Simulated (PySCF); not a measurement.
```xyz
17

Si   -1.3571    1.3876   -0.0282
N    -1.5190   -0.3480   -0.1146
Si   -2.9874   -1.1507   -0.5839
Si   -0.2074   -1.2557    0.6043
C     1.3181   -0.2730    0.2479
C     2.3685    0.2877    0.0183
Si    3.9228    1.2069   -0.3657
H    -2.2753    2.0087   -0.9807
H    -1.5637    1.8629    1.3423
H    -3.7542   -1.5207    0.6109
H    -3.7436   -0.2085   -1.4048
H    -2.6220   -2.3447   -1.3434
H    -0.3930   -1.3722    2.0585
H    -0.1492   -2.5819   -0.0153
H     3.6240    2.6418   -0.4159
H     4.4288    0.7461   -1.6624
H     4.9026    0.9258    0.6883
```

Geometry: GFN2-xTB.

These are results of UKS B3LYP, pcH-1 on C H N Si, non-relativistic, mean-field spin-orbit, GIAO (PySCF), not measurements.

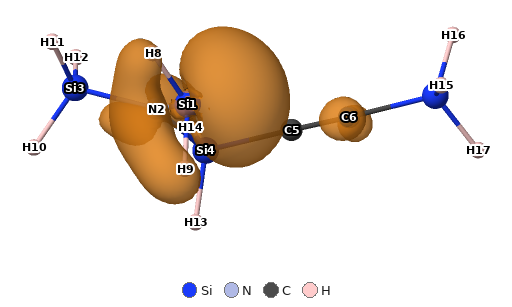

C$_{2}$H$_{10}$NSi$_{4}$ (SMILES [SiH2]N([SiH3])[SiH2]C#C[SiH3]) (doublet). Isosurface of the spin density at +0.015 e/Å³ (orange), seen from one side.

Q: Which atoms carry the spin?

A: The unpaired spin (1 electron) lies mostly on Si1 (about 0.7) and H9 (about 0.1), in electrons by Hirshfeld's partition.
